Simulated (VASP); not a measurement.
Energy against volume of HfC (rock salt). Level of theory: r2SCAN+rVV10, VASP's PBE PAW potentials (set 64) (plane waves; VASP).

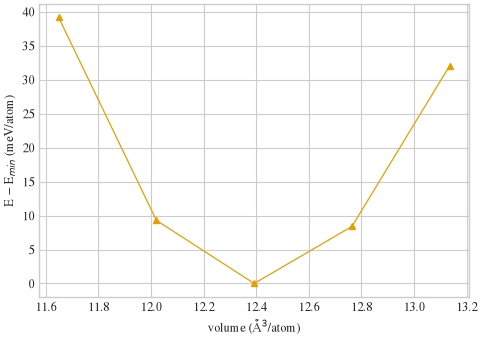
Figure: Energy against volume

Question: Estimate the equilibrium volume and the bulk modulus.

Answer: The minimum lies near 12.4 Å³/atom, and the curvature gives B0 of about 250 GPa.

Measured: a 4.638 Å (computed value off by -0.2 %), as given by Guo-Xu Zhang et al., New Journal of Physics (2018), doi:10.1088/1367-2630/aac7f0. The calculation is for a static lattice, while the measured a holds thermal and zero-point effects, which are part of the difference.

The compound is HfC in the rock salt structure. It was relaxed first.
